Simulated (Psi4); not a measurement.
# C2H2N− (SMILES [CH2-]C#N) at 6 levels

Wanted: a comparison of 6 runs (HF/def2-SVP, HF-3c/MINIX, B2PLYP/6-31G, B3LYP/6-31G*, REMP2/6-31G**, CCD/aug-pcseg-1) of C2H2N−. 

Program for the calculation: Psi4 1.11.

6 further runs of the same task are left out: 2 that didn't finish, 4 set aside as unsound or not needed.

**1. The system as given**

The species is C2H2N− (5 atoms), meant as a singlet with charge -1. SMILES: `[CH2-]C#N`. The shape is that of a GFN2-xTB optimisation.

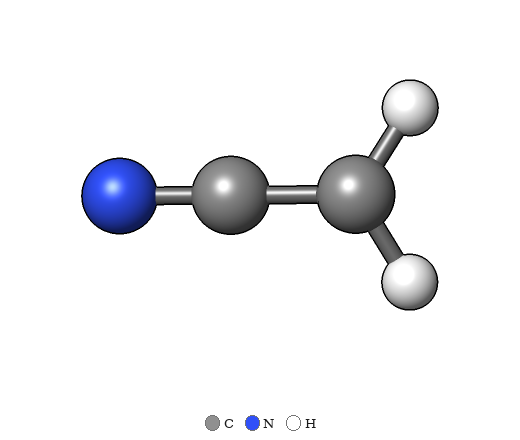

The structure, seen from a chosen angle (carbon grey, nitrogen blue, hydrogen white).

**2. Energy and gradient at HF/def2-SVP (run 1)**

The input, c2h2n.dat:

```
memory 1.6 GB

molecule geom {
  -1 1
  C     -0.272850     0.411190    -0.286500
  C      0.537870    -0.474830     0.327770
  N      1.338690    -1.189110     0.815360
  H     -0.820280     0.090510    -1.173670
  H     -0.783430     1.162230     0.317040
  units angstrom
  symmetry c1
}

set {
  puream true
  e_convergence 1e-09
  d_convergence 1e-08
  scf_type pk
}

result, w = gradient('scf/def2-SVP', return_wfn=True)
oeprop(w, 'MAYER_INDICES', 'WIBERG_LOWDIN_INDICES', 'DIPOLE')
```

On the command line:

```
$ psi4 -i c2h2n.dat -o c2h2n.out -n 1
```

c2h2n.out:

```text
[...]
  Running in c1 symmetry.
[...]
  Nuclear repulsion =   53.226313182414849
[...]
  Multiplicity = 1
[...]
  Nalpha       = 11
  Nbeta        = 11
[...]
    Number of basis functions: 52
[...]
   @RHF iter   1:  -131.06148158923580   -8.62442e-01   8.91500e-03 ADIIS/DIIS
[...]
   @RHF iter  12:  -131.19041261698447   -5.11591e-12   7.79173e-09 DIIS
[...]
    Orbital Energies [Eh]
    ---------------------
    Doubly Occupied:
       1A    -15.286895     2A    -11.028309     3A    -10.962790
       4A     -0.931786     5A     -0.724111     6A     -0.418794
       7A     -0.352411     8A     -0.295662     9A     -0.259314
      10A     -0.190274    11A     -0.051686
[...]
  @RHF Final Energy:  -131.19041261698447
   => Energetics <=
    Nuclear Repulsion Energy =             53.2263131824148488
    One-Electron Energy =                -287.8293896552842739
    Two-Electron Energy =                 103.4126638558849436
    Total Energy =                       -131.1904126169844744
[...]
  -Total Gradient:
     Atom            X                  Y                   Z
    ------   -----------------  -----------------  -----------------
       1        0.033123578648    -0.024325016129     0.016807354365
       2       -0.059365736907     0.042529973571    -0.028652390443
       3        0.030573532674    -0.019329472083     0.012765914374
       4       -0.002179030973     0.000023315308    -0.001124146198
       5       -0.002152343442     0.001101199333     0.000203267902
[...]
```

Wall time 2 s (1 thread of Intel Xeon 6975P-C (Granite Rapids), shared host); peak memory 0.19 GiB.

**3. Energy and one-electron properties at HF-3c/MINIX (IEF-PCM water) (run 2)**

The input, calc.inp:

```
memory 1600 mb

molecule molecule1 {
  -1 1
  C     -0.272850     0.411190    -0.286500
  C      0.537870    -0.474830     0.327770
  N      1.338690    -1.189110     0.815360
  H     -0.820280     0.090510    -1.173670
  H     -0.783430     1.162230     0.317040
  symmetry c1
}

set globals {
  scf_type pk
  pcm      true
}

pcm = {
  Units = Angstrom
  Medium {
    SolverType = IEFPCM
    Solvent = Water
  }
  Cavity {
    Type = GePol
    RadiiSet = Bondi
    Scaling = True
    Area = 0.3
    Mode = Implicit
  }
}

e, wfn = energy("hf-3c", return_wfn=True)
oeprop(wfn, "LOWDIN_CHARGES", "NO_OCCUPATIONS")
```

On the command line:

```
$ psi4 -n 1 calc.inp calc.out
```

calc.out:

```text
[...]
  Running in c1 symmetry.
[...]
  Nuclear repulsion =   53.226313182414849
[...]
  Multiplicity = 1
[...]
  Nalpha       = 11
  Nbeta        = 11
[...]
    Number of basis functions: 17
[...]
   @RHF iter   1:  -130.38170749295421   -1.66744e+00   1.89610e-02 DIIS/ADIIS
[...]
   @RHF iter   9:  -130.45651338502782   -1.83795e-09   3.92461e-07 DIIS
[...]
    Orbital Energies [Eh]
    ---------------------
    Doubly Occupied:
       1A    -15.225254     2A    -11.090387     3A    -10.933647
       4A     -1.103770     5A     -0.863167     6A     -0.553787
       7A     -0.497380     8A     -0.429529     9A     -0.413852
      10A     -0.339572    11A     -0.178838
[...]
  @RHF Final Energy:  -130.45651338502782
   => Energetics <=
    Nuclear Repulsion Energy =             53.2263131824148488
    One-Electron Energy =                -288.3532582454706130
    Two-Electron Energy =                 104.8284225040618765
    PCM Polarization Energy =              -0.1051387767117406
    Total Energy =                       -130.4565133850278187
[...]
 Multipole Moments:
 ------------------------------------------------------------------------------------
     Multipole            Electronic (a.u.)      Nuclear  (a.u.)        Total (a.u.)
 ------------------------------------------------------------------------------------
 L = 1.  Multiply by 2.5417464519 to convert [e a0] to [Debye]
 Dipole X            :          2.0802464           -2.4573868           -0.3771403
 Dipole Y            :         -1.9287173            1.9334487            0.0047314
 Dipole Z            :          1.3301472           -1.3223147            0.0078326
 Magnitude           :                                                    0.3772513
[...]
```

Wall time 3.3 s (1 thread of Intel Xeon 6975P-C (Granite Rapids), shared host); peak memory 0.2 GiB.

Atomic charges (e):

| atom | Löwdin |
| --- | --- |
| C1 | -0.571 |
| C2 | -0.029 |
| N3 | -0.439 |
| H4 | +0.019 |
| H5 | +0.019 |

Runs 3 to 5 aren't shown in full; the table further down has their settings and results.

**4. The energy at CCD/aug-pcseg-1 (sfX2C, density fitting, density fitting for correlation) (run 6)**

The input, c2h2n.dat:

```
memory 1600 mb

molecule mol {
  -1 1
  C     -0.272850     0.411190    -0.286500
  C      0.537870    -0.474830     0.327770
  N      1.338690    -1.189110     0.815360
  H     -0.820280     0.090510    -1.173670
  H     -0.783430     1.162230     0.317040
}

set scf_type df
set freeze_core true
set cc_type df
set relativistic x2c

energy_value = energy('ccd/aug-pcseg-1')
```

On the command line:

```
$ psi4 -n 1 c2h2n.dat c2h2n.out
```

c2h2n.out:

```text
[...]
  Running in c1 symmetry.
[...]
  Nuclear repulsion =   53.226313182414849
[...]
  Multiplicity = 1
[...]
  Nalpha       = 11
  Nbeta        = 11
[...]
    Number of basis functions: 87
[...]
   @DF-RHF iter   1:  -131.16977263972862   -9.75427e-01   6.00037e-03 ADIIS/DIIS
[...]
   @DF-RHF iter  13:  -131.33654161932483   -1.03171e-11   6.33762e-09 DIIS
[...]
    Orbital Energies [Eh]
    ---------------------
    Doubly Occupied:
       1A    -15.317602     2A    -11.049799     3A    -10.986438
       4A     -0.973284     5A     -0.760981     6A     -0.448044
       7A     -0.375522     8A     -0.321324     9A     -0.277197
      10A     -0.211814    11A     -0.070175
[...]
  @DF-RHF Final Energy:  -131.33654161932483
   => Energetics <=
    Nuclear Repulsion Energy =             53.2263131824148488
    One-Electron Energy =                -287.5413479825292598
    Two-Electron Energy =                 102.9784931807895703
    Total Energy =                       -131.3365416193248336
[...]
 Multipole Moments:
 ------------------------------------------------------------------------------------
     Multipole            Electronic (a.u.)      Nuclear  (a.u.)        Total (a.u.)
 ------------------------------------------------------------------------------------
 L = 1.  Multiply by 2.5417464519 to convert [e a0] to [Debye]
 Dipole X            :          1.9189930           -2.4573868           -0.5383937
 Dipole Y            :         -1.8198409            1.9334487            0.1136078
 Dipole Z            :          1.2566055           -1.3223147           -0.0657092
 Magnitude           :                                                    0.5541590
[...]
	DF-MP2 Total Energy (a.u.)         :  -131.78579826707329
[...]
```

Run time: 6 s. Hardware: 1 thread of Intel Xeon 6975P-C (Granite Rapids), shared host; peak memory 0.28 GiB.

**5. Overview of the runs**

| run | level | task | SCF convergence threshold | energy (Eh) | HOMO energy (eV) | LUMO energy (eV) | HOMO–LUMO gap (eV) | wall time |
| --- | --- | --- | --- | --- | --- | --- | --- | --- |
| 1 | HF/def2-SVP | gradient | 1e-09 | -131.190413 | -1.41 | 10.87 | 12.27 | 2 s |
| 2 | HF-3c/MINIX (IEF-PCM water) | properties | – | -130.456513 | -4.87 | 10.37 | 15.23 | 3.3 s |
| 3 | B2PLYP/6-31G (density fitting for correlation) | energy | 1e-09 | -131.890270 | 0.69 | 9.45 | 8.76 | 4.8 s |
| 4 | B3LYP/6-31G* (Cartesian functions) | energy | 1e-09 | -132.120345 | 1.95 | 7.81 | 5.87 | 7.8 s |
| 5 | REMP2/6-31G** (density fitting, density fitting for correlation, Cartesian functions) | energy | – | -131.732706 | -1.20 | 12.09 | 13.29 | 2.3 s |
| 6 | CCD/aug-pcseg-1 (sfX2C, density fitting, density fitting for correlation) | energy | – | -131.793128 | -1.91 | 3.93 | 5.84 | 6 s |

**6. Outcome**

| quantity | value |
| --- | --- |
| run 6: total energy | -131.79313 Eh |
| run 6: HOMO energy (Hartree–Fock orbitals) | -1.91 eV |
| run 6: LUMO energy (Hartree–Fock orbitals) | 3.93 eV |
| run 6: HOMO–LUMO gap (to an unbound level, set by the basis) | 5.84 eV |
| run 6: correlation energy (3 core orbitals frozen) | -456.6 mEh |

What this shows: Over runs 1, 2, 3, 4 the HOMO–LUMO gap runs from 5.87 eV (B3LYP/6-31G*) to 15.23 eV (HF-3c/MINIX). The two ends differ in method and basis and solvent. The empty levels of an anion lie above zero and hang on the basis. Totals of different functionals can't be ranked against each other. In runs 3, 4 the HOMO lies above zero, so the outermost electron may be held by the basis alone. In run 2 the basis is minimal, so the values are rough. All runs together took 26 s, the longest 7.8 s.
